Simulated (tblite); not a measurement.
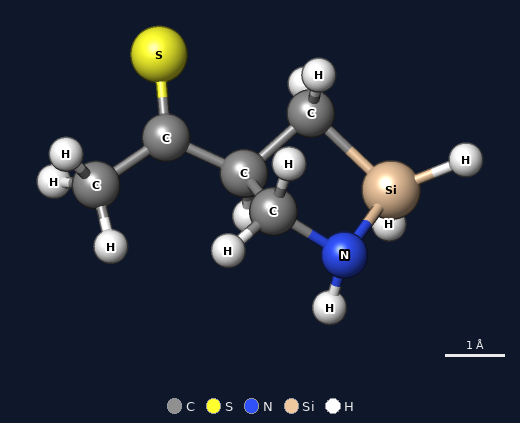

Fig. 1: The structure as given in the input (ball-and-stick view, seen at a tilt).

Geometry relaxation, with input and output: C$_{5}$H$_{11}$NSSi (part 1 of 4)

System: C$_{5}$H$_{11}$NSSi, SMILES CC(=S)[C@@H]1CN[SiH2]C1.
Method: GFN2-xTB geometry optimisation, gas phase (tblite 0.8.0).

It belongs to a series of runs on one base structure; here: H on C replaced by C(S)CH3.

**What the program printed**
```
step      E/eV     max force
  0    -656.96358   13.683
  1    -657.59185    6.837
  2    -658.06550    3.877
  3    -658.25179    2.731
  4    -658.32889    0.716
  5    -658.38371    0.559
  6    -658.47478    0.587
  7    -658.49761    0.458
  8    -658.54726    0.545
  9    -658.58663    0.833
 10    -658.62530    0.623
 11    -658.64568    0.312
 12    -658.65882    0.239
 13    -658.66960    0.366
 14    -658.67919    0.296
 15    -658.68762    0.225
 16    -658.69562    0.211
 17    -658.70429    0.336
 18    -658.71367    0.330
 19    -658.72166    0.179
 20    -658.72812    0.177
 21    -658.73469    0.198
 22    -658.74233    0.248
 23    -658.75140    0.229
 24    -658.76075    0.380
 25    -658.77234    0.220
 26    -658.78432    0.399
 27    -658.80282    0.357
 28    -658.81566    0.456
 29    -658.82654    0.487
 30    -658.81560    1.235
 31    -658.84079    0.201
 32    -658.84551    0.165
 33    -658.86037    0.519
 34    -658.86633    0.158
 35    -658.87251    0.163
 36    -658.87833    0.157
 37    -658.88095    0.143
 38    -658.88397    0.133
 39    -658.88804    0.128
 40    -658.89060    0.128
 41    -658.89252    0.121
 42    -658.89365    0.105
 43    -658.89463    0.070
 44    -658.89556    0.067
 45    -658.89628    0.074
 46    -658.89698    0.060
 47    -658.89762    0.053
 48    -658.89825    0.054
 49    -658.89882    0.058
 50    -658.89931    0.054
 51    -658.89974    0.051
 52    -658.90017    0.058
 53    -658.90060    0.060
 54    -658.90101    0.056
 55    -658.90140    0.049
 56    -658.90180    0.052
 57    -658.90224    0.054
 58    -658.90273    0.054
 59    -658.90317    0.045
 60    -658.90354    0.049
 61    -658.90387    0.044
 62    -658.90423    0.049
 63    -658.90464    0.060
 64    -658.90508    0.065
 65    -658.90559    0.092
 66    -658.90620    0.102
 67    -658.90695    0.087
 68    -658.90782    0.089
 69    -658.90884    0.121
 70    -658.91016    0.130
 71    -658.91194    0.102
 72    -658.91420    0.145
 73    -658.91663    0.169
 74    -658.91891    0.196
 75    -658.92110    0.231
 76    -658.91471    0.601
 77    -658.92466    0.148
 78    -658.92638    0.123
 79    -658.92895    0.239
 80    -658.93093    0.090
 81    -658.93174    0.079
 82    -658.93400    0.174
 83    -658.93524    0.076
 84    -658.93622    0.066
 85    -658.93681    0.063
 86    -658.93802    0.069
 87    -658.93904    0.064
 88    -658.93989    0.067
 89    -658.94039    0.059
 90    -658.94072    0.084
 91    -658.94112    0.052
 92    -658.94183    0.048
 93    -658.94255    0.065
 94    -658.94321    0.060
 95    -658.94364    0.053
 96    -658.94405    0.050
 97    -658.94454    0.071
 98    -658.94508    0.069
 99    -658.94585    0.081
100    -658.94659    0.066
101    -658.94737    0.065
102    -658.94827    0.079
103    -658.94920    0.097
104    -658.95002    0.096
105    -658.95096    0.113
106    -658.95205    0.094
107    -658.95317    0.077
108    -658.95372    0.084
109    -658.95428    0.072
110    -658.95491    0.120
111    -658.95537    0.090
112    -658.95603    0.052
113    -658.95687    0.045
114    -658.95738    0.059
115    -658.95801    0.048
116    -658.95853    0.049
117    -658.95912    0.054
118    -658.95969    0.054
119    -658.96015    0.063
120    -658.96045    0.062
121    -658.96075    0.037
122    -658.96105    0.041
123    -658.96137    0.042
124    -658.96183    0.040
125    -658.96221    0.036
126    -658.96254    0.039
127    -658.96281    0.036
128    -658.96305    0.042
129    -658.96326    0.036
130    -658.96351    0.043
131    -658.96388    0.043
132    -658.96439    0.073
133    -658.96524    0.083
134    -658.96631    0.080
135    -658.96703    0.055
136    -658.96764    0.084
137    -658.96795    0.074
138    -658.96838    0.038
139    -658.96860    0.033
140    -658.96880    0.024
141    -658.96897    0.032
142    -658.96914    0.034
143    -658.96929    0.034
144    -658.96944    0.032
145    -658.96959    0.033
146    -658.96977    0.035
147    -658.96998    0.034
148    -658.97018    0.031
149    -658.97037    0.034
150    -658.97056    0.030
151    -658.97076    0.031
152    -658.97094    0.036
153    -658.97111    0.035
154    -658.97127    0.043
155    -658.97143    0.054
156    -658.97161    0.043
157    -658.97179    0.059
158    -658.97197    0.035
159    -658.97218    0.032
160    -658.97244    0.038
161    -658.97266    0.033
162    -658.97291    0.041
163    -658.97309    0.029
164    -658.97322    0.030
165    -658.97332    0.023
166    -658.97338    0.015
167    -658.97342    0.014
168    -658.97344    0.011
169    -658.97347    0.009
```

**Trajectory as extended XYZ (Å, eV, eV/Å), 43 of the 170 frames kept, from step=0 to step=169**
```
19
Properties=species:S:1:pos:R:3:forces:R:3 step=0 energy=-656.96358
C    -2.6467    0.0931   -0.3432   -1.1570   0.1570  -0.6480
C    -1.5079    0.1497    0.6018    1.6180   0.5160 -10.9330
S    -1.7369    0.0975    2.0235   -2.6440  -0.5420  13.4140
C    -0.1278    0.2453    0.1211    1.3430   0.6020   0.6110
C     0.3388   -0.8805   -0.7364   -0.4690  -1.3360  -1.4940
N     1.6306   -0.5220   -1.3070    0.3660   0.8810   0.6750
Si    2.4076    0.3335    0.0790    0.1840  -0.3210  -0.6930
C     0.9313    0.1854    1.2531    0.2800   0.4710  -0.6460
H    -2.3224    0.0343   -1.4008   -0.4920   0.1000   0.5760
H    -3.2609   -0.7943   -0.0447    0.3600   0.6680  -0.5790
H    -3.3019    0.9987   -0.1508    0.6780  -0.9450  -0.5030
H     0.0905    1.1882   -0.4087   -0.7060  -0.0860  -0.1030
H    -0.4004   -1.1371   -1.5428    0.6540   0.0320   0.4730
H     0.4811   -1.7730   -0.0775   -0.1600   0.3990  -0.7320
H     1.4891    0.1156   -2.1066    0.1660  -0.6490   0.4440
H     2.5223    1.7568   -0.2089    0.2590   0.1950  -0.1000
H     3.5983   -0.3068    0.5804    0.2140  -0.1970  -0.1220
H     0.9464   -0.8126    1.7169   -0.3350   0.7570   0.3110
H     0.8591    1.0373    1.9441   -0.1590  -0.7040   0.0490
19
Properties=species:S:1:pos:R:3:forces:R:3 step=4 energy=-658.32889
C    -2.6659    0.0952   -0.3591    0.3080  -0.0020   0.3000
C    -1.5095    0.1567    0.5870   -0.0190  -0.0230   0.2020
S    -1.7864    0.0883    2.1808   -0.4020  -0.0590   0.5890
C    -0.1049    0.2512    0.1344   -0.2670  -0.0130   0.1660
C     0.3437   -0.9013   -0.7711   -0.0670   0.1540   0.0020
N     1.6437   -0.5004   -1.2831    0.0930   0.0220   0.1180
Si    2.4281    0.3303    0.0571    0.2930   0.1170  -0.0570
C     0.9525    0.2005    1.2302    0.1600   0.1430  -0.1700
H    -2.3507    0.0387   -1.3988   -0.1490   0.0590   0.0610
H    -3.2558   -0.7752   -0.0705   -0.0880   0.0180  -0.2710
H    -3.2869    0.9730   -0.1742   -0.0170  -0.0320  -0.2370
H     0.0607    1.1895   -0.4209   -0.4950  -0.1170  -0.0540
H    -0.3826   -1.1412   -1.5454    0.1810  -0.0200  -0.2260
H     0.4740   -1.7664   -0.1130   -0.0350  -0.1210  -0.3410
H     1.5014    0.0883   -2.0966    0.2250  -0.2370  -0.0720
H     2.5392    1.7637   -0.2156    0.2780   0.0770  -0.1020
H     3.6107   -0.3190    0.5712    0.2000  -0.1850  -0.1430
H     0.9282   -0.7713    1.7314   -0.1480   0.3590   0.1590
H     0.8507    1.0086    1.9489   -0.0520  -0.1410   0.0760
19
Properties=species:S:1:pos:R:3:forces:R:3 step=8 energy=-658.54726
C    -2.6446    0.0943   -0.3207   -0.1910  -0.0080  -0.0440
C    -1.5314    0.1376    0.6891   -0.0720  -0.1490  -0.5190
S    -1.8731    0.0754    2.2761    0.0000  -0.0270  -0.0100
C    -0.1395    0.2435    0.1681   -0.0810  -0.1100   0.0130
C     0.3365   -0.8838   -0.7793    0.0360  -0.0620  -0.0270
N     1.6549   -0.4875   -1.2514    0.0140   0.1250   0.0650
Si    2.4802    0.3514    0.0529   -0.2040  -0.0280   0.1050
C     0.9732    0.2372    1.2102   -0.1410   0.0430   0.1300
H    -2.3604    0.0533   -1.3719    0.4280   0.0020   0.1730
H    -3.2731   -0.7712   -0.1262   -0.0710  -0.0820   0.1160
H    -3.2859    0.9677   -0.2180   -0.0200   0.1030   0.2040
H    -0.0722    1.1663   -0.4318   -0.2280  -0.0270   0.1200
H    -0.3346   -1.1285   -1.6038    0.0130   0.2550  -0.0590
H     0.4621   -1.7956   -0.1918   -0.0550  -0.0470   0.0480
H     1.5687    0.0237   -2.1196    0.1860  -0.1490  -0.0430
H     2.6220    1.7853   -0.2449    0.2470  -0.0940  -0.0310
H     3.6606   -0.3650    0.5279   -0.0720   0.0280  -0.1640
H     0.9034   -0.6967    1.7635    0.1610  -0.1640  -0.0270
H     0.8435    1.0016    1.9642    0.0500   0.3920  -0.0520
19
Properties=species:S:1:pos:R:3:forces:R:3 step=12 energy=-658.65882
C    -2.6705    0.0892   -0.3093    0.0740  -0.0550  -0.0230
C    -1.5663    0.0892    0.6968    0.0070  -0.0490   0.2100
S    -1.9159    0.0620    2.2865    0.0550  -0.0930  -0.0100
C    -0.1736    0.2171    0.1859    0.0060  -0.0190  -0.0190
C     0.3371   -0.8803   -0.7876    0.0000   0.0920  -0.0170
N     1.6583   -0.4610   -1.2221    0.0280  -0.0410   0.0520
Si    2.4738    0.3650    0.0762    0.0060   0.0710  -0.0040
C     0.9496    0.2673    1.2280    0.0260  -0.0050  -0.1380
H    -2.2774    0.0625   -1.3205   -0.0450  -0.0170  -0.1050
H    -3.3005   -0.7832   -0.1378   -0.0820   0.0810  -0.0520
H    -3.2892    0.9833   -0.1999    0.0380  -0.1280   0.0730
H    -0.1984    1.1440   -0.4098    0.1430   0.0280   0.0720
H    -0.3029   -1.0641   -1.6508   -0.0960   0.0910   0.0530
H     0.4421   -1.8209   -0.2316   -0.0720   0.1090  -0.0630
H     1.6520   -0.0486   -2.1431    0.0640  -0.1160   0.0500
H     2.7276    1.7761   -0.2676    0.0920  -0.1270   0.0670
H     3.6721   -0.3859    0.4673   -0.1850   0.0770  -0.0120
H     0.9244   -0.6780    1.7777    0.0470   0.1850   0.0630
H     0.8476    1.0756    1.9543   -0.1060  -0.0840  -0.1970
19
Properties=species:S:1:pos:R:3:forces:R:3 step=16 energy=-658.69562
C    -2.6631    0.0737   -0.3052   -0.0190  -0.0280   0.0480
C    -1.5742    0.0575    0.7220    0.0700  -0.0150  -0.1810
S    -1.9256    0.0307    2.3076    0.0580  -0.1170   0.0130
C    -0.1862    0.2073    0.1920    0.0340   0.0610   0.0120
C     0.3309   -0.8616   -0.7976   -0.0920  -0.0270  -0.0190
N     1.6634   -0.4589   -1.2025   -0.0760  -0.0370  -0.0660
Si    2.4688    0.3805    0.0804    0.0130  -0.0450  -0.0950
C     0.9452    0.2813    1.2107   -0.0030   0.0380   0.1210
H    -2.2577    0.0623   -1.3162   -0.1150  -0.0190   0.0660
H    -3.3296   -0.7739   -0.1578    0.0290  -0.0770  -0.0400
H    -3.2801    0.9640   -0.1778    0.0590   0.0390   0.0040
H    -0.2222    1.1430   -0.3846    0.0580   0.0900   0.0020
H    -0.3110   -1.0142   -1.6626   -0.0700   0.0530  -0.0610
H     0.4154   -1.8119   -0.2630   -0.0720  -0.0520   0.0110
H     1.7057   -0.1095   -2.1443    0.0470  -0.0670  -0.0680
H     2.7981    1.7585   -0.2647    0.0410   0.1670   0.0050
H     3.6459   -0.3854    0.4451    0.0960  -0.1000   0.1530
H     0.9437   -0.6327    1.8010    0.0100  -0.0620   0.0560
H     0.8229    1.0984    1.9100   -0.0670   0.1960   0.0380
19
Properties=species:S:1:pos:R:3:forces:R:3 step=20 energy=-658.72812
C    -2.6625    0.0518   -0.2951   -0.0630   0.0300  -0.0390
C    -1.5651    0.0263    0.7193   -0.0390   0.0350   0.0310
S    -1.9056   -0.0341    2.3087    0.0500  -0.1350  -0.0490
C    -0.1829    0.2154    0.1946    0.0130   0.0160  -0.0320
C     0.3058   -0.8470   -0.8114    0.0910   0.0380  -0.0260
N     1.6521   -0.4676   -1.2014    0.0750   0.1100   0.0170
Si    2.4689    0.3864    0.0662    0.0850   0.0090   0.0830
C     0.9448    0.3037    1.2176    0.0530   0.0800  -0.0680
H    -2.2730    0.0551   -1.3085   -0.0080   0.0000  -0.0550
H    -3.3479   -0.7851   -0.1801    0.0640  -0.0810   0.1090
H    -3.2564    0.9536   -0.1506   -0.0260   0.0600   0.0170
H    -0.2108    1.1675   -0.3590   -0.0450  -0.0170  -0.0250
H    -0.3440   -0.9554   -1.6806    0.0260   0.0050   0.0140
H     0.3673   -1.8088   -0.2879   -0.1050   0.0080  -0.0830
H     1.7581   -0.1827   -2.1609   -0.0700  -0.1230  -0.0050
H     2.8619    1.7721   -0.2545   -0.1050  -0.1420   0.0130
H     3.6320   -0.4024    0.4703   -0.0500   0.0050   0.0650
H     0.9638   -0.5977    1.8350   -0.0640   0.1400  -0.0260
H     0.7837    1.1582    1.8709    0.1180  -0.0380   0.0580
19
Properties=species:S:1:pos:R:3:forces:R:3 step=24 energy=-658.76075
C    -2.6764    0.0376   -0.2888    0.1470   0.0090   0.0630
C    -1.5633    0.0001    0.7166    0.0980  -0.0180   0.0360
S    -1.8770   -0.1537    2.3054    0.0110  -0.0980  -0.0980
C    -0.1816    0.2316    0.1919   -0.0390   0.0950   0.0050
C     0.3008   -0.8179   -0.8328   -0.1180   0.0330   0.0810
N     1.6561   -0.4427   -1.1909   -0.1280  -0.0490  -0.3090
Si    2.4897    0.3884    0.0737   -0.1590  -0.0970   0.0280
C     0.9536    0.3558    1.2090   -0.1550  -0.0580   0.0120
H    -2.2935    0.0494   -1.3076   -0.0470   0.0180   0.0290
H    -3.3450   -0.8183   -0.1707    0.0460   0.1940   0.0900
H    -3.2421    0.9581   -0.1210   -0.0950  -0.1760  -0.0340
H    -0.2313    1.1892   -0.3456   -0.0550   0.0120  -0.1180
H    -0.3589   -0.8828   -1.7037    0.1730   0.1090  -0.0100
H     0.2849   -1.8062   -0.3483    0.1380   0.1030  -0.0300
H     1.8044   -0.3098   -2.1840    0.0460  -0.0870   0.3670
H     2.9081    1.7535   -0.2458   -0.0080   0.0530  -0.0550
H     3.6134   -0.4289    0.5198    0.0280  -0.0190   0.0720
H     0.9634   -0.5151    1.8649   -0.0240  -0.0210  -0.0390
H     0.7847    1.2209    1.8502    0.1410  -0.0020  -0.0890
19
Properties=species:S:1:pos:R:3:forces:R:3 step=28 energy=-658.81566
C    -2.6636    0.0176   -0.2656   -0.1320   0.0020   0.0140
C    -1.5410   -0.0473    0.7157   -0.0890   0.0640   0.0720
S    -1.8247   -0.3856    2.2790    0.0220  -0.0670  -0.0110
C    -0.1921    0.2793    0.1850    0.0360   0.0210  -0.0310
C     0.2711   -0.7548   -0.8578    0.0330  -0.0240  -0.1750
N     1.6338   -0.4132   -1.1887    0.1550   0.0340  -0.1450
Si    2.4837    0.3665    0.0861    0.2580   0.0800  -0.0710
C     0.9371    0.4265    1.1913    0.2460   0.0060   0.0420
H    -2.3276    0.0449   -1.2997    0.0310   0.0050   0.0620
H    -3.3352   -0.8230   -0.1241   -0.0770  -0.1050   0.0120
H    -3.2472    0.9174   -0.0733   -0.0280   0.0730   0.0130
H    -0.2821    1.2305   -0.3552   -0.0350   0.0460  -0.0410
H    -0.3468   -0.7238   -1.7520   -0.1330   0.0370  -0.1670
H     0.1888   -1.7720   -0.4492    0.1160   0.0500   0.1150
H     1.9016   -0.5423   -2.1575   -0.0280  -0.0050   0.4550
H     2.9825    1.7165   -0.2450   -0.0770  -0.1620  -0.0390
H     3.5729   -0.4686    0.6148   -0.0990   0.0600  -0.0150
H     0.9538   -0.3911    1.9057   -0.1670  -0.1900  -0.0150
H     0.8253    1.3316    1.7831   -0.0320   0.0770  -0.0740
19
Properties=species:S:1:pos:R:3:forces:R:3 step=32 energy=-658.84551
C    -2.6697    0.0126   -0.2542   -0.0930  -0.0140   0.0550
C    -1.5360   -0.0561    0.7144    0.0020   0.0290   0.0860
S    -1.7994   -0.4801    2.2617    0.0520  -0.0120  -0.0620
C    -0.1925    0.3021    0.1777    0.0290   0.0030  -0.0220
C     0.2634   -0.7303   -0.8789    0.0230   0.0500  -0.0140
N     1.6323   -0.3984   -1.1859    0.0420   0.0330  -0.0550
Si    2.4949    0.3576    0.0876    0.0240   0.0110   0.0790
C     0.9457    0.4496    1.1871   -0.0170  -0.0400  -0.0620
H    -2.3383    0.0440   -1.2900   -0.0190  -0.0110   0.0700
H    -3.3343   -0.8316   -0.0974   -0.0720  -0.0900  -0.0530
H    -3.2573    0.9080   -0.0553   -0.0050   0.0940   0.0160
H    -0.3033    1.2506   -0.3678    0.0250   0.0010   0.0690
H    -0.3478   -0.6628   -1.7831   -0.0170  -0.0590   0.0110
H     0.1699   -1.7510   -0.4737    0.0320   0.1100  -0.0090
H     1.9364   -0.6274   -2.1171    0.0660  -0.0370   0.1470
H     2.9955    1.6907   -0.2524    0.0320   0.0230  -0.0950
H     3.5518   -0.4786    0.6544    0.0450  -0.0340   0.0110
H     0.9313   -0.3665    1.9124   -0.1070   0.0360  -0.1050
H     0.8475    1.3769    1.7529   -0.0430  -0.0930  -0.0670
```
